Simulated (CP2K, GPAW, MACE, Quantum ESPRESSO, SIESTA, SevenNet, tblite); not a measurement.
# CP2K runs on generalised stacking fault on (111) (glide set) of a Ge-Sn solid solution (48 atoms), part 3 of 3

Aim: run generalised stacking fault on (111) (glide set) of a Ge-Sn solid solution (48 atoms) in CP2K and see how near its forces come to a plane-wave reference, and at what cost.

Program: CP2K 2026.2; the method stands at each step. Banners, paths, timers and routine set-up lines are dropped from the logs unmarked, and long logs keep their key lines alone; longer cuts are marked.

So far. Step 6 (LDA, DZVP-MOLOPT-SR, 350/50 Ry, diagonalisation): Against the first run (5.9 %), the force difference from the reference is 16 %, at 0.88 times the CPU time; the model has changed, so this is no error of the program alone. Step 7 (RPBE, PBE potentials, DZVP-MOLOPT-SR, 350/50 Ry …): Against the first run (5.9 %), the force difference from the reference is 6.2 %, at 1.0 times the CPU time; the model has changed, so this is no error of the program alone.

## Step 8: PBE, DZVP-MOLOPT-SR, 244/50 Ry, diagonalisation

Method: Kohn-Sham DFT, PBE, GTH-PBE pseudopotentials, Gaussian and plane waves, DZVP-MOLOPT-SR-GTH, diagonalisation.

input.inp

```
&GLOBAL
  PROJECT cell
  RUN_TYPE ENERGY_FORCE
  PRINT_LEVEL LOW
&END GLOBAL
&FORCE_EVAL
  METHOD QS
  STRESS_TENSOR ANALYTICAL
  &DFT
    BASIS_SET_FILE_NAME BASIS_MOLOPT
    POTENTIAL_FILE_NAME GTH_POTENTIALS
    &MGRID
      CUTOFF 244
      REL_CUTOFF 50
    &END MGRID
    &QS
      EPS_DEFAULT 1.0E-12
    &END QS
    &SCF
      SCF_GUESS ATOMIC
      EPS_SCF 5.0E-06
      MAX_SCF 200
      ADDED_MOS 21
      &DIAGONALIZATION
        ALGORITHM STANDARD
      &END DIAGONALIZATION
      &SMEAR ON
        METHOD FERMI_DIRAC
        ELECTRONIC_TEMPERATURE [K] 580
      &END SMEAR
      &MIXING
        METHOD BROYDEN_MIXING
        ALPHA 0.15
        NBROYDEN 12
      &END MIXING
      &PRINT
        &RESTART OFF
        &END RESTART
      &END PRINT
    &END SCF
    &XC
      &XC_FUNCTIONAL PBE
      &END XC_FUNCTIONAL
    &END XC
    &PRINT
      &MULLIKEN ON
      &END MULLIKEN
      &HIRSHFELD ON
        SHAPE_FUNCTION DENSITY
      &END HIRSHFELD
      &MO ON
        EIGENVALUES T
        OCCUPATION_NUMBERS T
        MO_INDEX_RANGE 85 108
        &EACH
          QS_SCF 0
        &END EACH
        ADD_LAST NUMERIC
      &END MO
    &END PRINT
  &END DFT
  &SUBSYS
    &CELL
      A 8.33424 0.00000 0.00000
      B 0.00000 7.21767 0.00000
      C 0.34729 0.00000 20.51464
    &END CELL
    &COORD
      SCALED
[... 48 atom lines left out: the same atoms as in the first run ...]
    &END COORD
    &KIND Ge
      BASIS_SET DZVP-MOLOPT-SR-GTH-q4
      POTENTIAL GTH-PBE-q4
    &END KIND
    &KIND Sn
      BASIS_SET DZVP-MOLOPT-SR-GTH-q4
      POTENTIAL GTH-PBE-q4
    &END KIND
  &END SUBSYS
  &PRINT
    &FORCES ON
    &END FORCES
    &STRESS_TENSOR ON
    &END STRESS_TENSOR
  &END PRINT
&END FORCE_EVAL
```

Started as:

```console
> OMP_NUM_THREADS=2 cp2k.psmp -i input.inp > output.txt
```

Numbers of over 12 decimals in the logs are rounded to 6 here.

The log of the run:

```text
CP2K| version string:                                       CP2K version 2026.2
 CP2K| Input file name                                                 input.inp
 GLOBAL| Basis set file name                                        BASIS_MOLOPT
 GLOBAL| Potential file name                                      GTH_POTENTIALS
 GLOBAL| Run type                                                   ENERGY_FORCE
 GLOBAL| Total number of message passing processes                             1
 GLOBAL| Number of threads for this process                                    2
 TOTAL NUMBERS AND MAXIMUM NUMBERS
  Total number of            - Atomic kinds:                                   2
                             - Atoms:                                         48
[... lines left out ...]
                        Smear method:                                FERMI_DIRAC
[... lines left out ...]
 Number of electrons:                                                        192
[... lines left out ...]
  Step     Update method      Time    Convergence         Total energy    Change
[... lines left out ...]
  *** SCF run converged in    18 steps ***
[... lines left out ...]
  Fermi energy:                                                 0.157802
  Total energy:                                              -181.580468
  Total energy (extrapolated to T->0):                       -181.575111
[... lines left out ...]
 MO| E(Fermi):            0.157802 a.u.          4.293999 eV
[... lines left out ...]
 !-----------------------------------------------------------------------------!
 !-----------------------------------------------------------------------------!
                           Hirshfeld Charges
  #Atom  Element  Kind  Ref Charge     Population                    Net charge
      1       Ge     1       4.000          4.028                        -0.028
      2       Sn     2       4.000          3.963                         0.037
      3       Sn     2       4.000          3.958                         0.042
[...]
47       Ge     1       4.000          4.008                        -0.008
     48       Ge     1       4.000          4.010                        -0.010
  Total Charge                                                           -0.000
 !-----------------------------------------------------------------------------!
 ENERGY| Total FORCE_EVAL ( QS ) energy [hartree]           -181.580507
 FORCES| Atomic forces [hartree/bohr]
 FORCES|   Atom     x               y               z               |f|
 FORCES|      1 -2.99535872E-02 -7.30491364E-05  7.03875380E-04   2.99619452E-02
 FORCES|      2  2.02287601E-02  7.84270895E-03 -2.64339157E-02   3.41974081E-02
 FORCES|      3 -1.84893234E-02  1.82387243E-04  2.12213596E-02   2.81466596E-02
[...]
FORCES|     47  9.69504782E-03 -5.79356945E-03 -4.12781959E-03   1.20249031E-02
 FORCES|     48  3.20105378E-02 -3.07341243E-03 -2.54588210E-02   4.10155088E-02
 FORCES| Sum    -2.20189267E-06 -2.67257056E-09  1.95816563E-07
 FORCES| Total atomic force                                       2.21058422E-06
 STRESS| Analytical stress tensor [bar]
 STRESS|                        x                   y                   z
 STRESS|      x        1.66145375693E+05   1.67339131869E+04  -1.05999167434E+04
 STRESS|      y        1.67339131869E+04   3.81389636771E+04  -1.31776851583E+04
 STRESS|      z       -1.05999167434E+04  -1.31776851583E+04   6.58614774279E+04
 STRESS| 1/3 Trace                                             9.00486055992E+04
```

It took 84 s on 2 threads of Arm Neoverse V1, shared host; peak memory 1.2 GiB; 2.7 min of CPU time.

Numbers from this run, and their distance from the reference:

| Item | Value |
| --- | --- |
| r.m.s. force component | 1.144 eV/Å |
| r.m.s. difference of force components | 70.3 meV/Å |
| longest difference of force vectors | 280.1 meV/Å |
| force difference over r.m.s. force | 5.864 % |
| slope of forces against the reference's | 0.9533 |
| correlation of force components | 0.9993 |
| pressure | 9.005 GPa |
| pressure difference | 0.5826 GPa |
| energy less the same-level run's | 0 meV/atom |
| r.m.s. force difference from the same-level run | 0.032 meV/Å |

Against the first run (5.9 %), the force difference from the reference is 5.9 %, at 0.94 times the CPU time: the change moves forces by 0.032 meV/Å r.m.s., so most of the difference comes from elsewhere.

The difference per atom is largest on Sn (0.19 eV/Å on average, against 0.045 on Ge).

## Step 9: PBE, DZVP-MOLOPT-SR, 350/30 Ry, diagonalisation

Method: Kohn-Sham DFT, PBE, GTH-PBE pseudopotentials, Gaussian and plane waves, DZVP-MOLOPT-SR-GTH, diagonalisation.

input.inp, as its differences from that of step 8:

```diff
@@ -12,4 +12,4 @@
     &MGRID
-      CUTOFF 244
-      REL_CUTOFF 50
+      CUTOFF 350
+      REL_CUTOFF 30
     &END MGRID
@@ -68,3 +68,2 @@
     &COORD
-      SCALED
 [... 48 atom lines left out: the same atoms as in the first run ...]
```

The log of the run:

```text
CP2K| version string:                                       CP2K version 2026.2
 CP2K| Input file name                                                 input.inp
 GLOBAL| Basis set file name                                        BASIS_MOLOPT
 GLOBAL| Potential file name                                      GTH_POTENTIALS
 GLOBAL| Run type                                                   ENERGY_FORCE
 GLOBAL| Total number of message passing processes                             1
 GLOBAL| Number of threads for this process                                    2
[... lines left out ...]
                        Smear method:                                FERMI_DIRAC
[... lines left out ...]
 Number of electrons:                                                        192
[... lines left out ...]
  Step     Update method      Time    Convergence         Total energy    Change
[... lines left out ...]
  *** SCF run converged in    18 steps ***
[... lines left out ...]
  Fermi energy:                                                 0.157802
  Total energy:                                              -181.580512
  Total energy (extrapolated to T->0):                       -181.575155
[... lines left out ...]
 MO| E(Fermi):            0.157802 a.u.          4.294007 eV
[... lines left out ...]
     48       Ge     1       4.000          4.010                        -0.010
  Total Charge                                                           -0.000
 !-----------------------------------------------------------------------------!
 ENERGY| Total FORCE_EVAL ( QS ) energy [hartree]           -181.580551
 FORCES| Atomic forces [hartree/bohr]
 FORCES|   Atom     x               y               z               |f|
 FORCES|      1 -2.99538326E-02 -6.83698605E-05  7.06272091E-04   2.99622360E-02
 FORCES|      2  2.02296153E-02  7.84096289E-03 -2.64347347E-02   3.41981467E-02
 FORCES|      3 -1.84890797E-02  1.80854234E-04  2.12244963E-02   2.81488547E-02
[...]
FORCES|     47  9.69430900E-03 -5.79307386E-03 -4.12698240E-03   1.20237813E-02
 FORCES|     48  3.20102162E-02 -3.07803784E-03 -2.54603641E-02   4.10165625E-02
 FORCES| Sum     1.01839347E-05  3.07325012E-05  1.32752033E-05
 FORCES| Total atomic force                                       3.49918587E-05
 STRESS| Analytical stress tensor [bar]
 STRESS|                        x                   y                   z
 STRESS|      x        1.66144749212E+05   1.67336658218E+04  -1.05996863464E+04
 STRESS|      y        1.67336658218E+04   3.81453612099E+04  -1.31773584140E+04
 STRESS|      z       -1.05996863464E+04  -1.31773584140E+04   6.58654292229E+04
 STRESS| 1/3 Trace                                             9.00518465481E+04
```

The job ended after 81 s (2 threads; peak memory 1.7 GiB; 2.5 min of CPU time).

Against the reference:

- r.m.s. force component: 1.144 eV/Å
- r.m.s. difference of force components: 70.33 meV/Å
- longest difference of force vectors: 280.1 meV/Å
- force difference over r.m.s. force: 5.867 %
- slope of forces against the reference's: 0.9533
- correlation of force components: 0.9993
- pressure: 9.005 GPa
- pressure difference: 0.5829 GPa
- energy less the same-level run's: -0.025 meV/atom
- r.m.s. force difference from the same-level run: 0.132 meV/Å

This is a coarse setting, run to see what it loses.

Against the first run (5.9 %), the force difference from the reference is 5.9 %, at 0.87 times the CPU time: the change moves forces by 0.13 meV/Å r.m.s., so most of the difference comes from elsewhere.

The difference per atom is largest on Sn (0.19 eV/Å on average, against 0.045 on Ge).

## Step 10: Another try, on a changed input

input.inp, as its differences from that of step 9:

```diff
@@ -13,3 +13,3 @@
       CUTOFF 350
-      REL_CUTOFF 30
+      REL_CUTOFF 50
     &END MGRID
@@ -20,4 +20,4 @@
       SCF_GUESS ATOMIC
-      EPS_SCF 5.0E-06
-      MAX_SCF 200
+      EPS_SCF 1.0E-06
+      MAX_SCF 5
       ADDED_MOS 21
@@ -33,3 +33,3 @@
         ALPHA 0.15
-        NBROYDEN 12
+        NBROYDEN 8
       &END MIXING
@@ -68,2 +68,3 @@
     &COORD
+      SCALED
 [... 48 atom lines left out: the same atoms as in the first run ...]
```

The log of the run:

```text
CP2K| version string:                                       CP2K version 2026.2
 CP2K| Input file name                                                 input.inp
 GLOBAL| Basis set file name                                        BASIS_MOLOPT
 GLOBAL| Potential file name                                      GTH_POTENTIALS
 GLOBAL| Run type                                                   ENERGY_FORCE
 GLOBAL| Total number of message passing processes                             1
 GLOBAL| Number of threads for this process                                    2
 TOTAL NUMBERS AND MAXIMUM NUMBERS
  Total number of            - Atomic kinds:                                   2
                             - Atoms:                                         48
[... lines left out ...]
                        Smear method:                                FERMI_DIRAC
[... lines left out ...]
 Number of electrons:                                                        192
[... lines left out ...]
  Step     Update method      Time    Convergence         Total energy    Change
     1 NoMix/Diag. 0.15E+00    2.7     0.66544315      -183.5224635621 -1.84E+02
     2 Broy./Diag. 0.15E+00    4.3     0.05517793      -180.5831242045  2.94E+00
     3 Broy./Diag. 0.15E+00    4.3     0.23915571      -180.8909128619 -3.08E-01
     4 Broy./Diag. 0.15E+00    4.3     0.04113900      -181.5135102138 -6.23E-01
     5 Broy./Diag. 0.15E+00    4.4     0.20749260      -181.5213827035 -7.87E-03
  Leaving inner SCF loop after reaching     5 steps.
  Electronic density on regular grids:       -192.0000000000        0.0000000000
  Core density on regular grids:              191.9999999992       -0.0000000008
  Total charge density on r-space grids:       -0.0000000008
  Total charge density g-space grids:          -0.0000000008
  Overlap energy of the core charge distribution:               1.67731e-06
  Self energy of the core charge distribution:               -388.629397
  Core Hamiltonian energy:                                     92.061222
  Hartree energy:                                             169.659343
  Exchange-correlation energy:                                -54.602290
  Electronic entropic energy:                                  -0.010857
  Fermi energy:                                                 0.157309
  Total energy:                                              -181.521383
  Total energy (extrapolated to T->0):                       -181.515954
 *   ___                                                                       *
 *  /   \                                                                      *
 * [ABORT]                                                                     *
 *  \___/     SCF run NOT converged. To continue the calculation regardless,   *
 *    |             please set the keyword IGNORE_CONVERGENCE_FAILURE.         *
 *  O/|                                                                        *
 * /| |                                                                        *
```

The job ended after 26 s (2 threads; peak memory 1.2 GiB).

The run stopped without converging, so its numbers are no property of the system. The fault in the input: too few SCF iterations (iteration limit 5).

## Step 11: All runs compared

Differences are against the plane-wave reference, forces as r.m.s. over components; share is that over the reference's r.m.s. force, slope the least-squares factor from reference forces to these. Total energies of different programs have different zeros and aren't compared.

```csv
run,"Δ force, r.m.s. (meV/Å)",share (%),slope,Δ pressure (GPa),cores,CPU time,memory (GiB)
reference,-,-,-,-,4,11 min,3
"CP2K PBE, DZVP-MOLOPT-SR, 350/50 Ry, diagonalisation",70.3,5.86,0.953,0.583,2,2.9 min,1.7
"CP2K PBE, TZV2P-UZH, 350/50 Ry, diagonalisation",67.5,5.63,0.954,0.152,4,5.5 min,4.4
"CP2K PBE+D3(BJ), DZVP-MOLOPT-SR, 350/50 Ry, diagonalisation",95.4,7.96,0.933,-1.06,2,2.9 min,1.8
"CP2K PBE, DZVP-MOLOPT (SR for Ge, Sn), 350/50 Ry, diagonalisation",70.3,5.86,0.953,0.583,2,2.9 min,1.7
"CP2K LDA, DZVP-MOLOPT-SR, 350/50 Ry, diagonalisation",193,16.1,0.845,-5.66,2,2.5 min,1.7
"CP2K RPBE, PBE potentials, DZVP-MOLOPT-SR, 350/50 Ry, diagonalisation",74.4,6.21,0.957,0.883,2,2.9 min,1.7
"CP2K PBE, DZVP-MOLOPT-SR, 244/50 Ry, diagonalisation (coarse)",70.3,5.86,0.953,0.583,2,2.7 min,1.2
"CP2K PBE, DZVP-MOLOPT-SR, 350/30 Ry, diagonalisation (coarse)",70.3,5.87,0.953,0.583,2,2.5 min,1.7
```

Rows marked coarse were listed beforehand as settings not expected to be converged; some can still land near the reference.

CPU time is summed over cores on a shared host, where runs went side by side, so it is rough. Symmetry, cutoffs, thresholds, outputs and thread counts weren't matched or tuned between programs; memory under MPI is the largest rank's times the ranks.

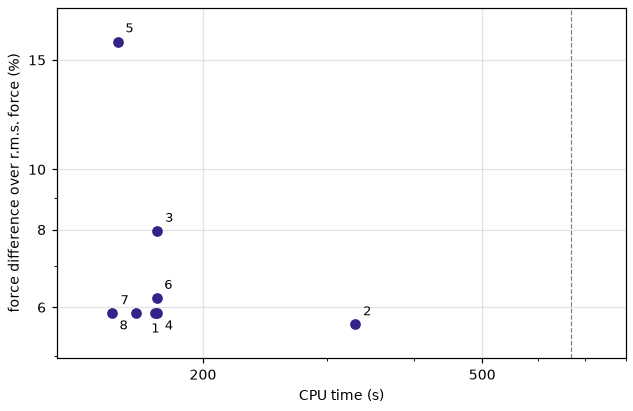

Force difference against CPU time; the dashed line marks the reference's time. Points: 1 CP2K PBE, DZVP-MOLOPT-SR, 350/50 Ry, diagonalisation; 2 CP2K PBE, TZV2P-UZH, 350/50 Ry, diagonalisation; 3 CP2K PBE+D3(BJ), DZVP-MOLOPT-SR, 350/50 Ry, diagonalisation; 4 CP2K PBE, DZVP-MOLOPT (SR for Ge, Sn), 350/50 Ry, diagonalisation; 5 CP2K LDA, DZVP-MOLOPT-SR, 350/50 Ry, diagonalisation; 6 CP2K RPBE, PBE potentials, DZVP-MOLOPT-SR, 350/50 Ry, diagonalisation; 7 CP2K PBE, DZVP-MOLOPT-SR, 244/50 Ry, diagonalisation; 8 CP2K PBE, DZVP-MOLOPT-SR, 350/30 Ry, diagonalisation.

Mean charges by element (e), by run and scheme:

```csv
run,scheme,Ge,Sn
"CP2K PBE, DZVP-MOLOPT-SR, 350/50 Ry, diagonalisation",Mulliken,-0.03,+0.06
"CP2K PBE, DZVP-MOLOPT-SR, 350/50 Ry, diagonalisation",Hirshfeld,-0.03,+0.06
"CP2K PBE, TZV2P-UZH, 350/50 Ry, diagonalisation",Mulliken,-0.08,+0.19
"CP2K PBE, TZV2P-UZH, 350/50 Ry, diagonalisation",Hirshfeld,-0.03,+0.06
"CP2K PBE+D3(BJ), DZVP-MOLOPT-SR, 350/50 Ry, diagonalisation",Mulliken,-0.03,+0.06
"CP2K PBE+D3(BJ), DZVP-MOLOPT-SR, 350/50 Ry, diagonalisation",Hirshfeld,-0.03,+0.06
"CP2K PBE, DZVP-MOLOPT (SR for Ge, Sn), 350/50 Ry, diagonalisation",Mulliken,-0.03,+0.06
"CP2K PBE, DZVP-MOLOPT (SR for Ge, Sn), 350/50 Ry, diagonalisation",Hirshfeld,-0.03,+0.06
"CP2K LDA, DZVP-MOLOPT-SR, 350/50 Ry, diagonalisation",Mulliken,-0.02,+0.05
"CP2K LDA, DZVP-MOLOPT-SR, 350/50 Ry, diagonalisation",Hirshfeld,-0.02,+0.06
"CP2K RPBE, PBE potentials, DZVP-MOLOPT-SR, 350/50 Ry, diagonalisation",Mulliken,-0.03,+0.06
"CP2K RPBE, PBE potentials, DZVP-MOLOPT-SR, 350/50 Ry, diagonalisation",Hirshfeld,-0.03,+0.06
"CP2K PBE, DZVP-MOLOPT-SR, 244/50 Ry, diagonalisation",Mulliken,-0.03,+0.06
"CP2K PBE, DZVP-MOLOPT-SR, 244/50 Ry, diagonalisation",Hirshfeld,-0.03,+0.06
```

Within one program, basis, potentials and functional, energies share a zero. Each run against its twin at the usual cutoff or grid and solver:

```csv
run,twin,Δ energy (meV/atom),"Δ force, r.m.s. (meV/Å)",CPU time over the twin's
"CP2K PBE, DZVP-MOLOPT-SR, 244/50 Ry, diagonalisation","DZVP-MOLOPT-SR, 350/50 Ry, diagonalisation",0,0.032,0.94
"CP2K PBE, DZVP-MOLOPT-SR, 350/30 Ry, diagonalisation","DZVP-MOLOPT-SR, 350/50 Ry, diagonalisation",-0.025,0.132,0.87
```

## Step 12: Outcome

```yaml
nearest_in_forces: CP2K PBE, TZV2P-UZH, 350/50 Ry, diagonalisation, 5.6 %
its_cpu_time: 5.5 min
```

**Reading.** The PBE runs in local orbitals, coarse settings apart, differ by 5.6 % (CP2K PBE, TZV2P-UZH, 350/50 Ry, diagonalisation) to 5.9 % (CP2K PBE, DZVP-MOLOPT-SR, 350/50 Ry, diagonalisation); basis, grid and potentials can all enter. Rows with another functional or a dispersion term differ by 6.2 % (CP2K RPBE, PBE potentials, DZVP-MOLOPT-SR, 350/50 Ry, diagonalisation) to 16 % (CP2K LDA, DZVP-MOLOPT-SR, 350/50 Ry, diagonalisation), which mixes the change of model with differences of basis and potentials, some of them made for another functional. Runs with settings chosen to be coarse differ by 5.9 % in each run, their programs' other errors included. Of the electronic-structure runs that take under half the reference's CPU time, CP2K PBE, TZV2P-UZH, 350/50 Ry, diagonalisation comes nearest, at 5.6 % in 5.5 min against 11 min. Charges hang on scheme and program or settings: among these rows the mean for Sn runs from +0.05 to +0.19 e. The potentials hold different valence shells: 672 electrons in the reference, 192 in CP2K with DZVP-MOLOPT; this bears on time and differences. The reference's pressure holds the uncorrected Pulay stress of its 45 Ry basis, so small pressure differences, and their order, may be the reference's own error. The reference's stress is far from hydrostatic: its diagonal is 15.9, 3.3, 6.0 GPa, compression counted positive. The host structure and its lattice constant were typed by rule, without a check against the phase diagram. The reference's pressure of 8.4 GPa belongs to a cell and atoms that aren't relaxed at this level. The electronic-structure runs sample only Γ, in a cell whose shortest periodic width is 7 Å, which is coarse for a cell with partly filled levels.

[Also dropped from logs without a mark: logging warnings of Python, and SIESTA's first energy breakdown and zero terms.]

[Logs are printed without paths, hosts, clocks, repeated set-up lines and the standing remarks that a program may print on its own settings, such as how far it seeks lower states.]

[Hosts, paths, dates, database ids (printed as entryN), source tags and the programs' standing remarks are cut or masked in the printed files.]
